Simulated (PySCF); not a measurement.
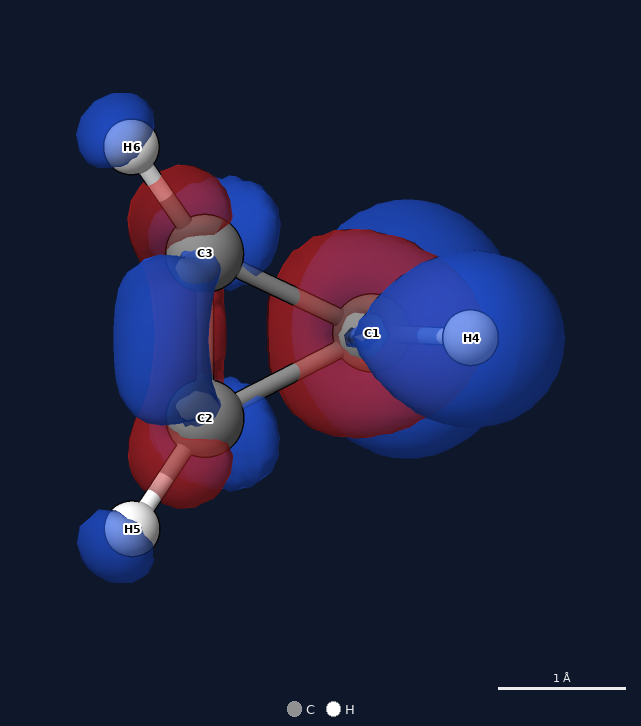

Figure 1: C3H3, charge −1, SMILES `[CH-]1C=C1`. Fukui function f⁻ = ρ(N) − ρ(N−1) at fixed geometry, surfaces at ±0.03 e/Å³ (blue positive, red negative).

Computed with PySCF, r2SCAN/aug-cc-pVDZ, geometry: GFN2-xTB. The highest occupied Kohn–Sham orbital has positive energy, a self-interaction fault of such functionals for anions. This is a single-reference result, which may miss multireference character in this system. No frequency check shows the geometry to be a minimum.

Input

```python
import numpy as np
from pyscf import gto, scf, dft
from pyscf.scf import atom_ks, atom_hf
from scipy.linalg import block_diag

def solve(mol, dm0=None, hcore=None):
    mf = (dft.UKS if mol.spin else dft.RKS)(mol, xc='r2scan')
    mf.grids.level = 3
    mf = mf.density_fit(auxbasis='def2-universal-jkfit')
    mf.conv_tol, mf.max_cycle = 1e-8, 80
    if hcore is not None:
        mf.get_hcore = lambda *args: hcore
    mf.kernel(dm0)
    if not mf.converged:
        mf = mf.newton().run(mf.mo_coeff, mf.mo_occ, max_cycle=30)
    assert mf.converged, 'SCF not converged'
    return mf

mol = gto.M(atom='''
C     -0.97101    -0.00046    -0.18314
C      0.43033     0.65071    -0.01525
C      0.43096    -0.65040    -0.01517
H     -1.49169    -0.00006     0.92174
H      1.07429     1.50687     0.17971
H      1.07573    -1.50591     0.17990
''', basis='aug-cc-pvdz', charge=-1, spin=0, verbose=4)
mf = solve(mol)
out = dict(e0=mf.e_tot, dm0=mf.make_rdm1(), c=mf.mo_coeff, occ=mf.mo_occ, eps=mf.mo_energy)
for name, dq, spin in [('cation', 1, 1)]:
    ion = mol.copy().set(charge=mol.charge + dq, spin=spin).build()
    mi = solve(ion)
    if spin and dq > 0 and mol.nao < 130:
        c, _, stable, _ = mi.stability(return_status=True)
        if not stable:
            mi = solve(ion, mi.make_rdm1(c, mi.mo_occ))
    print(name, 'vertical energy change / eV', (mi.e_tot - mf.e_tot) * 27.211386)
    out.update({'e_' + name: mi.e_tot, 'dm_' + name: mi.make_rdm1(), 's2_' + name: mi.spin_square()[0], 'eps_' + name: mi.mo_energy, 'occ_' + name: mi.mo_occ})
# spherically averaged free atoms, for the promolecule
atm = atom_ks.get_atm_nrks(mol, xc='r2scan')
pro = block_diag(*[(atm[a[0]][2] * atm[a[0]][3]) @ atm[a[0]][2].T for a in mol._atom])
np.savez('result.npz', pro=pro, **out)
```

Launched as:

```sh
OMP_NUM_THREADS=1 python input.py
```

The run took 7.4 min on 1 thread of Arm Neoverse N1, with other jobs on the host, peak memory 0.57 GiB.

Partitions, critical points and surface values were worked out afterwards from this run's density.

Question: Which atoms respond most to the removal of an electron?

Answer: f⁻ (Hirshfeld-condensed) is largest on C1 (0.38); the vertical detachment energy is 0.09 eV. Condensed values hint at sites of electrophilic attack but needn't mark the atom that reacts. Orbital relaxation makes it negative in places (0.14 e in all).
